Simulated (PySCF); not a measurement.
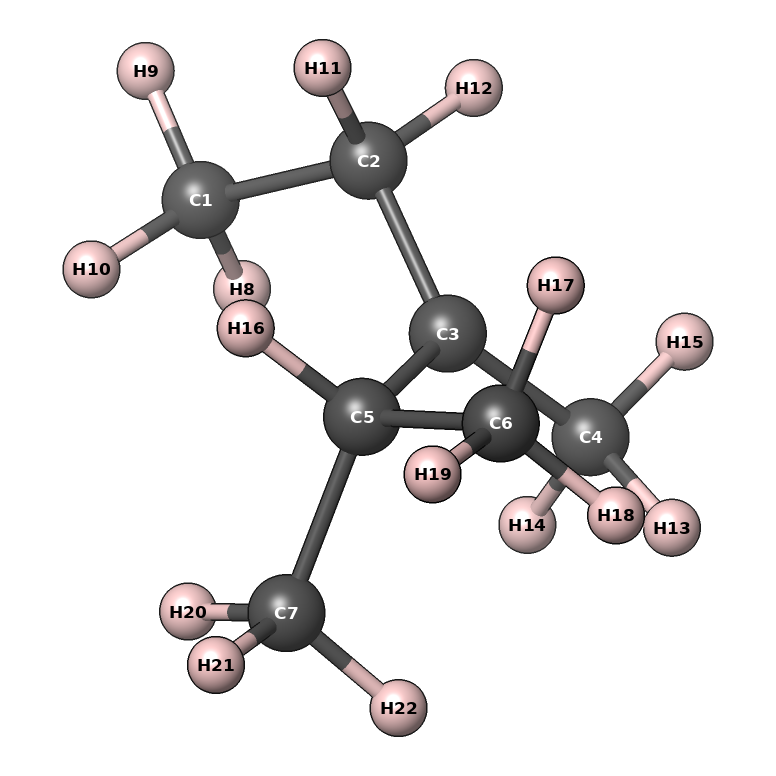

State: neutral, doublet. The geometry was computed by an optimisation with GFN2-xTB. No frequency run is at hand to confirm it as a minimum. Method: UKS B3LYP, pcH-1 on C H, non-relativistic (PySCF 2.14.0).

Give the isotropic hyperfine couplings (Fermi-contact term alone) of C1, C2, C3, C4, C5, C6, C7, H8, H9, H10, H11, H12, H13, H14, H15, H16, H17, H18, H19, H20, H21, H22.

```tsv
atom	isotope	a_iso (MHz)
C1	13C	81.2
C2	13C	−31.9
C3	13C	101.2
C4	13C	−33.2
C5	13C	−29.8
C6	13C	56.4
C7	13C	42.5
H8	1H	−4.1
H9	1H	12.3
H10	1H	−3.5
H11	1H	39.2
H12	1H	24.4
H13	1H	31.0
H14	1H	137.7
H15	1H	39.0
H16	1H	4.2
H17	1H	−1.4
H18	1H	−3.1
H19	1H	11.9
H20	1H	−2.3
H21	1H	10.3
H22	1H	−2.4
```
